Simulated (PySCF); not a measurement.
# Ir₂F⁺: singlet, from a linear start

Where does singlet Ir₂F⁺ go from a linear start, is the end point a minimum, and what are its modes, charges and moments?

The runs use PySCF 2.14.0; PBE0, basis F def2-TZVP, Ir def2-TZVP with ECP60, scalar-relativistic core potentials, no spin–orbit coupling, density fitting.

## 1. Where the work starts

3 atoms, charge 1, spin multiplicity 1.

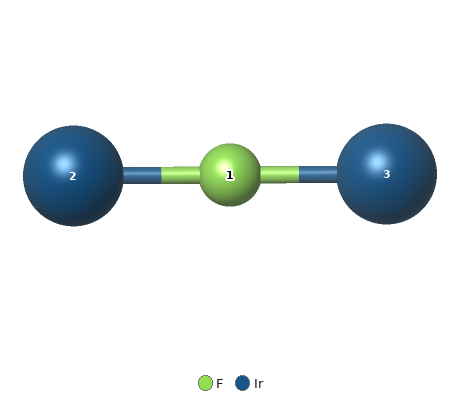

As it starts; fluorine green, iridium blue; atoms are numbered from 1 in the order of the file.

```xyz
3
charge 1 multiplicity 1
F     0.0000    0.0000    0.0000
Ir    0.0000    0.0000    1.8228
Ir    0.0000    0.0000   -1.8228
```

## 2. First SCF at the start

One driver script runs all steps and calls PySCF; scf.py shows how it sets up the SCF of each step. The optimiser is the driver's own. After this first run the driver tries any further starts and a stability analysis.

Contents of scf.py:

```python
from pyscf import gto, scf, dft
mol = gto.M(atom='''
F      0.000000     0.000000     0.000000
Ir     0.000000     0.000000     1.822800
Ir     0.000000     0.000000    -1.822800''',
    basis={'F': 'def2-TZVP', 'Ir': 'def2-TZVP'},
    ecp={'Ir': 'def2-TZVP'},
    charge=1, spin=0)
mf = dft.RKS(mol, xc='PBE0')
mf.grids.atom_grid = (50, 194)
aux = {'F': 'def2-universal-JKFIT', 'Ir': 'def2-universal-JKFIT'}
mf = mf.density_fit(auxbasis=aux)
mf.conv_tol = 1e-08
mf.diis_space = 10
mf.max_cycle = 60
mf.init_guess = 'minao'
mf.verbose = 4
mf.kernel()
```

Launch:

```bash
> OMP_NUM_THREADS=2 python axn.py task.json out
```

What it wrote (excerpt; [...] marks lines left out):

```text
[... the frontier levels of the middle cycles are left out ...]
init E= -275.769475447064
cycle= 1 E= -307.695234275417  delta_E= -31.9  |g|= 0.955  |ddm|= 11.5
  HOMO = -0.273857660337913  LUMO = -0.263464894308148  gap/eV = 0.28280
cycle= 2 E= -307.52390560064  delta_E= 0.171  |g|= 1.35  |ddm|= 1.91
  HOMO = -0.412386908283718  LUMO = -0.370759742464704  gap/eV = 1.13273
cycle= 3 E= -307.871180566101  delta_E= -0.347  |g|= 0.125  |ddm|= 1.16
cycle= 4 E= -307.871509244657  delta_E= -0.000329  |g|= 0.123  |ddm|= 0.116
cycle= 5 E= -307.873922479915  delta_E= -0.00241  |g|= 0.0159  |ddm|= 0.0719
cycle= 6 E= -307.874002873288  delta_E= -8.04e-05  |g|= 0.00569  |ddm|= 0.0232
cycle= 7 E= -307.874027392139  delta_E= -2.45e-05  |g|= 0.0019  |ddm|= 0.0193
cycle= 8 E= -307.874034023063  delta_E= -6.63e-06  |g|= 0.000278  |ddm|= 0.0154
cycle= 9 E= -307.874034240618  delta_E= -2.18e-07  |g|= 0.000491  |ddm|= 0.00259
cycle= 10 E= -307.874034237325  delta_E= 3.29e-09  |g|= 0.000537  |ddm|= 0.000628
cycle= 11 E= -307.874034352468  delta_E= -1.15e-07  |g|= 2.86e-05  |ddm|= 0.00159
cycle= 12 E= -307.874034354336  delta_E= -1.87e-09  |g|= 3.02e-06  |ddm|= 0.000314
  HOMO = -0.413267966614295  LUMO = -0.360067137172369  gap/eV = 1.44767
Extra cycle  E= -307.874034354347  delta_E= -1.11e-11  |g|= 3.95e-06  |ddm|= 1.31e-05
converged SCF energy = -307.874034354347
```

This step, with its further starts and checks, needed 66 s of wall time on 2 threads of Intel Xeon at 2.70GHz, shared host.

The starts that the driver tried:

| start | energy (Eh) |
| --- | --- |
| the minimal-basis guess | -307.874034 |
| a thermally smeared density | -307.877056 |
| a smeared PBE density | -307.874034 |

This is not the lowest solution: one lies 51.6 kJ/mol lower, at -307.89367 Eh, and the relaxation starts from that.

## 3. Relaxing the singlet from the linear start

The program finds D∞h symmetry in the start, which this walk keeps. Threshold on the gradient: 0.0003 Eh/bohr, with a further test on the energy change.

Changes to scf.py since step 2:

```diff
@@ -16 +15,0 @@
-mf.init_guess = 'minao'
```

Energy and gradient, step by step:

| step | energy (Eh) | change (kJ/mol) | largest symmetric gradient (Eh/bohr) |
| --- | --- | --- | --- |
| 0 | -307.893671 | 0.00 | 0.07198 |
| 1 | -307.912509 | -49.46 | 0.02601 |
| 2 | -307.915474 | -57.24 | 0.00257 |
| 3 | -307.915508 | -57.33 | 0.00042 |
| 4 | -307.915509 | -57.34 | 0.00001 |

The walk took 24 s.

Geometry (Å) and forces (eV/Å) at some steps:

```
step 0
F    0.000   0.000   0.000   0.492  -0.730   0.000
Ir   0.000   0.000   1.823  -0.246   0.365   3.701
Ir   0.000   0.000  -1.823  -0.246   0.365  -3.701
step 1
F    0.000   0.000   0.000   0.000   0.000   0.000
Ir   0.000   0.000   1.927   0.000   0.000   1.338
Ir   0.000   0.000  -1.927   0.000   0.000  -1.338
step 2
F    0.000   0.000   0.000   0.000   0.000   0.000
Ir   0.000   0.000   1.984   0.000   0.000   0.132
Ir   0.000   0.000  -1.984   0.000   0.000  -0.132
step 3
F    0.000   0.000   0.000   0.000   0.000   0.000
Ir   0.000   0.000   1.990   0.000   0.000   0.022
Ir   0.000   0.000  -1.990   0.000   0.000  -0.022
step 4
F    0.000   0.000   0.000   0.000   0.000   0.000
Ir   0.000   0.000   1.992   0.000   0.000   0.001
Ir   0.000   0.000  -1.992   0.000   0.000  -0.001
```

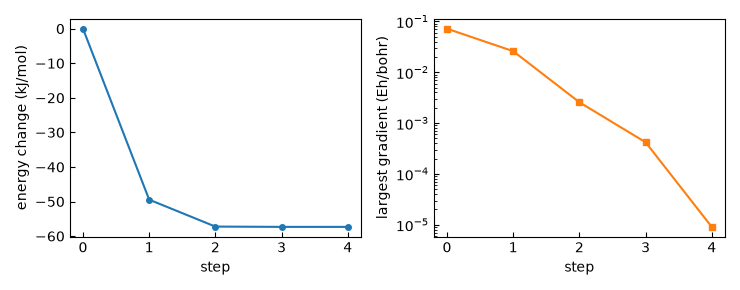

How energy and gradient fall.

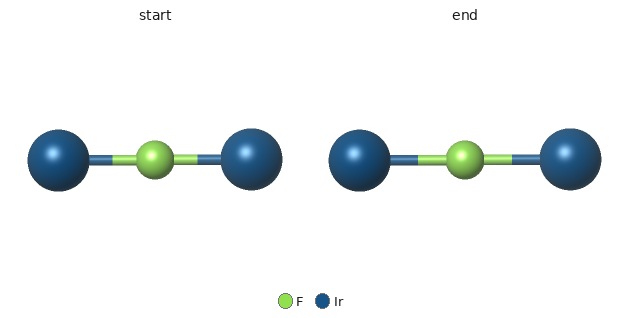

Start and end of the relaxation.

It settles in D∞h symmetry, 57.3 kJ/mol below the start, after 4 steps: F–Ir 1.992 Å (×2); Ir–F–Ir 180.0°.

## 4. Hessian and properties

On the finer grid the gradient is checked again; gradients at displacements of ±0.02 bohr then give force constants and infrared intensities.

Changes to scf.py since step 3:

```diff
@@ -3,3 +3,3 @@
-F      0.000000     0.000000     0.000000
-Ir     0.000000     0.000000     1.822800
-Ir     0.000000     0.000000    -1.822800''',
+F      0.000000    -0.000000    -0.000000
+Ir     0.000000    -0.000000     1.991515
+Ir    -0.000000     0.000000    -1.991515''',
@@ -10 +10 @@
-mf.grids.atom_grid = (50, 194)
+mf.grids.atom_grid = (75, 302)
@@ -13 +13 @@
-mf.conv_tol = 1e-08
+mf.conv_tol = 1e-10
```

This SCF starts from the last density.

Log of the central SCF (cycles and frontier levels):

```text
init E= -307.915498436865
  HOMO = -0.41551231145035  LUMO = -0.33374214384166  gap/eV = 2.22508
cycle= 1 E= -307.915498436869  delta_E= -3.98e-12  |g|= 1.03e-06  |ddm|= 6.45e-06
  HOMO = -0.415512271117731  LUMO = -0.333742118565041  gap/eV = 2.22508
Extra cycle  E= -307.915498436874  delta_E= -4.66e-12  |g|= 1.42e-06  |ddm|= 6.28e-06
converged SCF energy = -307.915498436874
```

The whole step took 42 s.

Geometry: D∞h; F–Ir 1.992 Å (×2); Ir–F–Ir 180.0°.

Modes, for the most abundant isotopes:

```csv
symmetry,ω (cm⁻¹),IR (km/mol),μ (u)
πu,265i,18.8,19.84
σg+,155,0.0,192.96
σu+,674,297,19.84
```

2 modes are imaginary, the largest at 265i cm⁻¹: a saddle point, not a minimum.

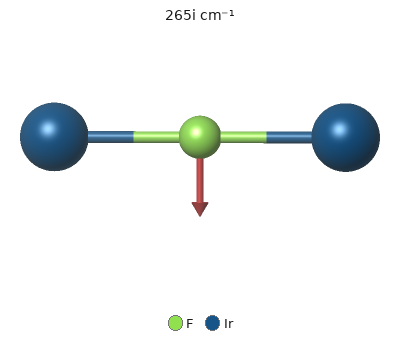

The imaginary mode, as arrows.

Constants and moments:

```
Dipole moment about the centre of mass                          : 0.00 D
Highest occupied level                                          : -11.31 eV
Lowest empty level                                              : -9.08 eV
Rotational constants                                            : 0.01101 cm⁻¹
Zero-point energy (real modes)                                  : 5.0 kJ/mol
Principal polarisabilities                                      : 36.3, 36.3, 51.7 bohr³
Principal traceless quadrupole moments about the centre of mass : -15.95, -15.95, 31.90 D Å
```

Charges (e) and bond orders:

| atom | Mulliken | Löwdin | polar tensor | Mayer order to F1 |
| --- | --- | --- | --- | --- |
| F1 | -0.47 | -0.24 | -1.01 | – |
| Ir2,3 | 0.73 | 0.62 | 1.01 | 0.40 |

Mulliken populations on F1: s 3.94, p 5.51, d 0.01, f 0.00.

## 5. Leaving the saddle point

The atoms are moved a little along the softest imaginary mode and relaxed again.

The program finds C2v symmetry in the start, which this walk keeps.

Changes to scf.py since step 4:

```diff
@@ -3,3 +3,3 @@
-F      0.000000    -0.000000    -0.000000
-Ir     0.000000    -0.000000     1.991515
-Ir    -0.000000     0.000000    -1.991515''',
+F     -0.065321     0.100664     0.000000
+Ir     0.003216    -0.004955     1.991515
+Ir     0.003216    -0.004955    -1.991515''',
@@ -10 +10 @@
-mf.grids.atom_grid = (75, 302)
+mf.grids.atom_grid = (50, 194)
@@ -13 +13 @@
-mf.conv_tol = 1e-10
+mf.conv_tol = 1e-08
```

Steps of the walk:

| step | energy (Eh) | change (kJ/mol) | largest symmetric gradient (Eh/bohr) |
| --- | --- | --- | --- |
| 0 | -307.916582 | 0.00 | 0.00603 |
| 1 | -307.918499 | -5.03 | 0.00717 |
| 2 | -307.920863 | -11.24 | 0.00780 |
| 3 | -307.924522 | -20.85 | 0.01962 |
| 4 | -307.926523 | -26.10 | 0.01088 |
| 5 | -307.928881 | -32.29 | 0.00336 |
| 6 | -307.930654 | -36.95 | 0.00751 |
| 7 | -307.935363 | -49.31 | 0.03296 |
| 8 | -307.939627 | -60.50 | 0.03286 |
| 9 | -307.944457 | -73.19 | 0.01773 |
| 10 | -307.945343 | -75.51 | 0.00584 |
| 11 | -307.945463 | -75.83 | 0.00202 |
| 12 | -307.945479 | -75.87 | 0.00011 |
| 13 | -307.945479 | -75.87 | 0.00002 |

The walk took 1.7 min.

Geometry (Å) and forces (eV/Å) at some steps:

```
step 0
F   -0.065   0.101   0.000  -0.203   0.309   0.000
Ir   0.003  -0.005   1.992   0.101  -0.155  -0.182
Ir   0.003  -0.005  -1.992   0.101  -0.155   0.182
step 1
F   -0.105   0.162   0.000  -0.245   0.365   0.000
Ir   0.023  -0.035   1.979   0.123  -0.182  -0.258
Ir   0.023  -0.035  -1.979   0.123  -0.182   0.258
step 7
F   -0.545   0.840   0.000   0.895  -1.365   0.000
Ir   0.243  -0.375   1.436  -0.448   0.683  -1.695
Ir   0.243  -0.375  -1.436  -0.448   0.683   1.695
step 13
F   -0.560   0.863   0.000   0.018   0.013  -0.001
Ir   0.250  -0.386   1.294  -0.009  -0.007   0.001
Ir   0.250  -0.386  -1.294  -0.008  -0.006   0.000
```

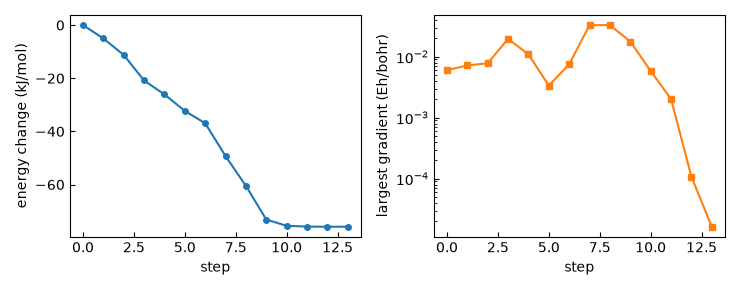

Energy and largest gradient along the walk.

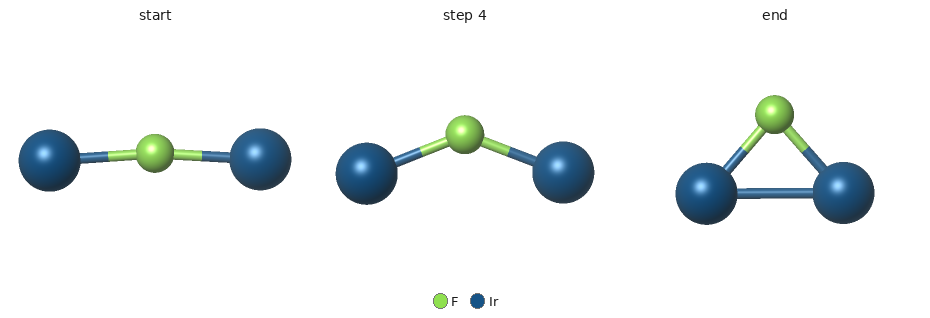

Start and end of the relaxation, with a step between.

After 13 steps and 75.9 kJ/mol it ends at C2v: F–Ir 1.972 Å (×2), Ir–Ir 2.588 Å; F–Ir–Ir 49.0° (×2), Ir–F–Ir 82.0°.

## 6. Frequencies

The same treatment as at the point before.

Changes to scf.py since step 5:

```diff
@@ -3,3 +3,3 @@
-F     -0.065321     0.100664     0.000000
-Ir     0.003216    -0.004955     1.991515
-Ir     0.003216    -0.004955    -1.991515''',
+F     -0.772162     1.189945    -0.000000
+Ir     0.037985    -0.058536     1.293725
+Ir     0.037985    -0.058536    -1.293725''',
@@ -10 +10 @@
-mf.grids.atom_grid = (50, 194)
+mf.grids.atom_grid = (75, 302)
@@ -13 +13 @@
-mf.conv_tol = 1e-08
+mf.conv_tol = 1e-10
```

Log of the central SCF (cycles and frontier levels):

```text
init E= -307.945441983615
  HOMO = -0.427395833641218  LUMO = -0.397471973616927  gap/eV = 0.81427
cycle= 1 E= -307.945441951566  delta_E= 3.2e-08  |g|= 0.000352  |ddm|= 0.000347
  HOMO = -0.427395707185084  LUMO = -0.397471460834048  gap/eV = 0.81428
cycle= 2 E= -307.945433172885  delta_E= 8.78e-06  |g|= 0.00582  |ddm|= 0.00571
  HOMO = -0.427395531951922  LUMO = -0.397471692132843  gap/eV = 0.81427
cycle= 3 E= -307.945441983806  delta_E= -8.81e-06  |g|= 4.34e-06  |ddm|= 0.00538
  HOMO = -0.427395608799205  LUMO = -0.397471720806294  gap/eV = 0.81427
cycle= 4 E= -307.945441983823  delta_E= -1.75e-11  |g|= 3.38e-06  |ddm|= 9.55e-06
  HOMO = -0.427395525152012  LUMO = -0.397471580068363  gap/eV = 0.81427
Extra cycle  E= -307.945441983481  delta_E= 3.43e-10  |g|= 3.88e-05  |ddm|= 4.57e-05
converged SCF energy = -307.945441983481
```

The whole step needed 76 s of wall time on 2 threads of Intel Xeon at 2.70GHz, shared host.

Geometry: C2v; F–Ir 1.972 Å (×2), Ir–Ir 2.587 Å; F–Ir–Ir 49.0° (×2), Ir–F–Ir 82.0°.

Modes, for the most abundant isotopes:

| symmetry | ω (cm⁻¹) | IR (km/mol) | μ (u) |
| --- | --- | --- | --- |
| a1 | 152 | 1.2 | 129.11 |
| b2 | 428 | 1.3 | 20.94 |
| a1 | 529 | 30.5 | 20.90 |

All wavenumbers are real: a minimum.

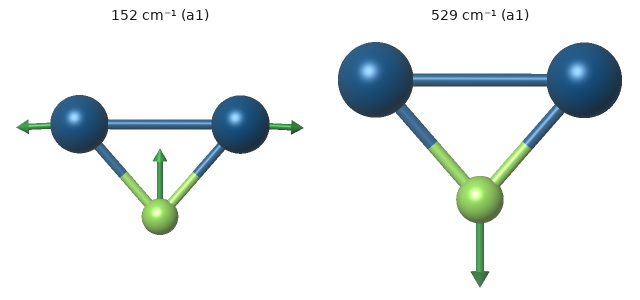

How the atoms move in 2 of the modes.

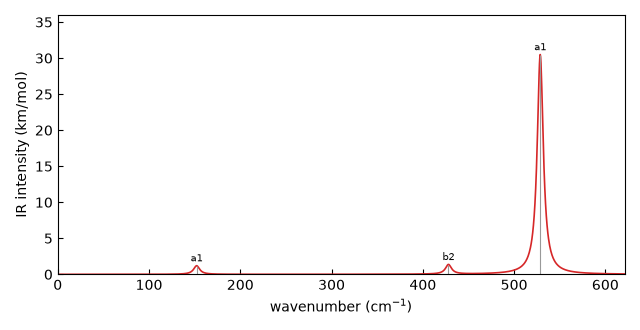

The harmonic infrared spectrum (widths in cm⁻¹). Lines are broadened to a width of 8 cm⁻¹ (Lorentzian).

Properties at this point:

```yaml
Dipole_moment_about_the_centre_of_mass: 1.82 D
Highest_occupied_level: -11.63 eV
Lowest_empty_level: -10.82 eV
Rotational_constants: 0.4203, 0.0261, 0.02457 cm⁻¹
Zero-point_energy: 6.6 kJ/mol
Principal_polarisabilities: 40.8, 59.1, 90.7 bohr³
Principal_traceless_quadrupole_moments_about_the_centre_of_mass: -10.13, -7.74, 17.87 D Å
Entropy_at_298.15_K_and_1_bar: 313.0 J/(mol K)
Heat_capacity_Cp_at_298.15_K: 52.1 J/(mol K)
Enthalpy_at_298.15_K_above_0_K: 12.87 kJ/mol
Rotational_symmetry_number: 2
```

Populations by atom (charges in e):

```csv
atom,Mulliken,Löwdin,polar tensor,Mayer order to F1
F1,-0.31,-0.11,-0.36,–
"Ir2,3",0.65,0.56,0.68,0.56
```

Mulliken populations on F1: s 3.96, p 5.33, d 0.02, f 0.00.

## 7. The points found, side by side

| spin | group | bonds | imaginary modes (cm⁻¹) | ΔE (kJ/mol) | with zero-point energy |
| --- | --- | --- | --- | --- | --- |
| singlet | C2v | F–Ir 1.972 Å (×2), Ir–Ir 2.587 Å | none | 0.0 | 0.0 |
| singlet | D∞h | F–Ir 1.992 Å (×2) | 265i, 265i | 78.6 | – |

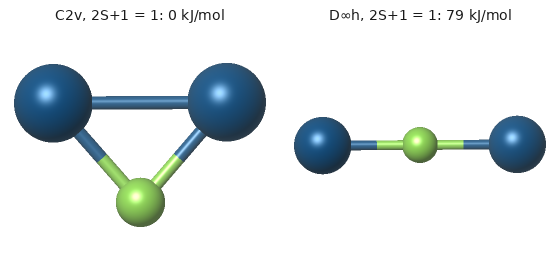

The points, lowest first (fluorine green, iridium blue).

## 8. Fields at the lowest minimum

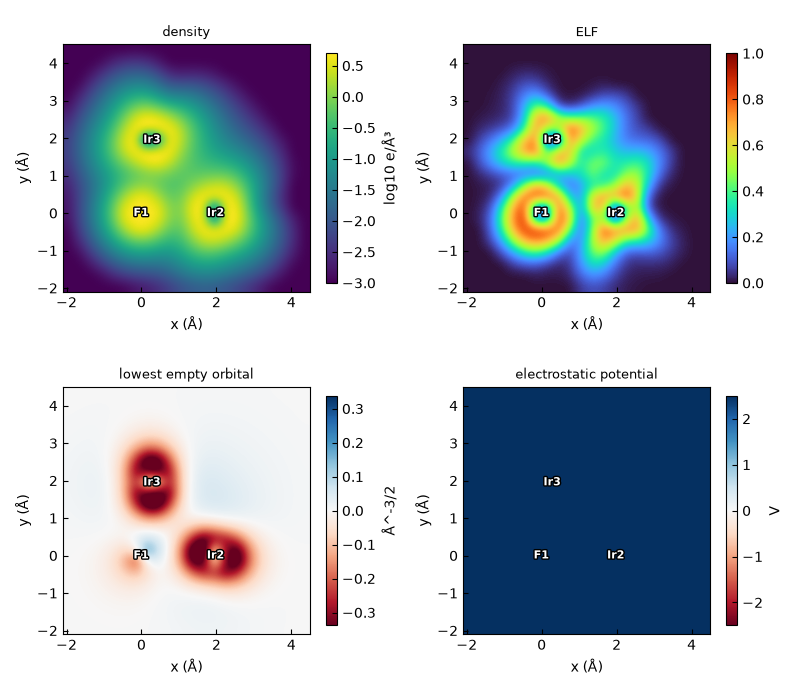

The plane holds F1 at (0.00, 0.00), Ir2 at (1.97, 0.00), Ir3 at (0.27, 1.95) Å. ELF is set to 0 where the density is under 0.005 e/Å³; an orbital's overall sign is arbitrary. The potential's colours end at ±2.5 V. Electrons inside core potentials are absent.

Values on the line from F1 (at 0) through Ir2 (at 1.972 Å):

| distance (Å) | density (e/Å³) | ELF | electrostatic potential (V) |
| --- | --- | --- | --- |
| 0.79 | 1.02 | 0.527 | 19.4 |
| 0.99 | 0.801 | 0.134 | 25.9 |
| 1.18 | 1.59 | 0.221 | 46.4 |
| 2.86 | 0.746 | 0.129 | 35.4 |
| 3.06 | 0.206 | 0.0259 | 22 |

Making the fields took 2.1 s.

## 9. Outcome

| quantity | value |
| --- | --- |
| minimum | singlet, C2v |
| geometry | F–Ir 1.972 Å (×2), Ir–Ir 2.587 Å; F–Ir–Ir 49.0° (×2), Ir–F–Ir 82.0° |
| wavenumbers (cm⁻¹) | 152 (a1), 428 (b2), 529 (a1) |
| dipole moment (centre of mass) | 1.82 D |
| highest occupied, lowest empty level | -11.63, -10.82 eV |
| polar-tensor charge of F1 | -0.36 e |
| zero-point energy | 6.6 kJ/mol |
| entropy at 298.15 K | 313.0 J/(mol K) |

The linear start (D∞h) ends in a minimum of C2v symmetry, after a stop at a second-order saddle point 78.6 kJ/mol higher, from which it was pushed off along an imaginary mode. The strongest infrared band lies at 529 cm⁻¹ (a1). The first SCF alone would have been 52 kJ/mol too high. Other starts or spin states, not run here, may lie lower. Whether spin polarisation would lower the closed shell was not checked. The small gap makes a closed-shell description doubtful. Spin–orbit coupling, left out here, can matter for elements this heavy.

The search up to here took 5.2 min.
